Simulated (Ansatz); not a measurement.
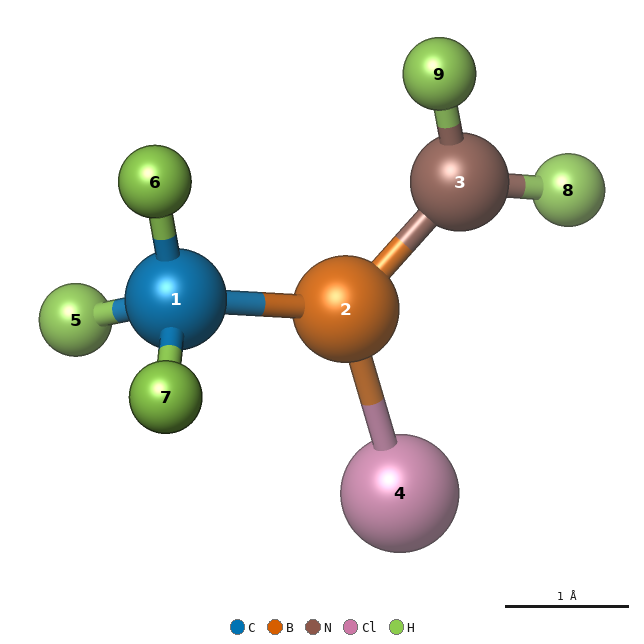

Figure made from data computed with Ansatz.

Orthographic view. Depth is shown by fading: the farther an atom, the more it takes the colour of the background. The species has charge +1 and is a spin doublet. Geometry: the geometry of the neutral molecule.

Give the geometry as a Z-matrix, atoms in numerical order, with these reference atoms: 2 to 1; 3 to 2, 1; 4 to 2, 3, 1; 5 to 1, 2, 3; 6 to 1, 5, 2; 7 to 1, 6, 5; 8 to 3, 2, 1; 9 to 3, 8, 2.

```
C  
B    1   1.563
N    2   1.389   1   124.0
Cl   2   1.786   3   117.0   1   180.0
H    1   1.094   2   110.4   3   121.5
H    1   1.093   5   108.2   2   124.4
H    1   1.094   6   108.2   5  -114.6
H    3   1.005   2   123.0   1   180.0
H    3   1.005   8   114.6   2   180.0
```
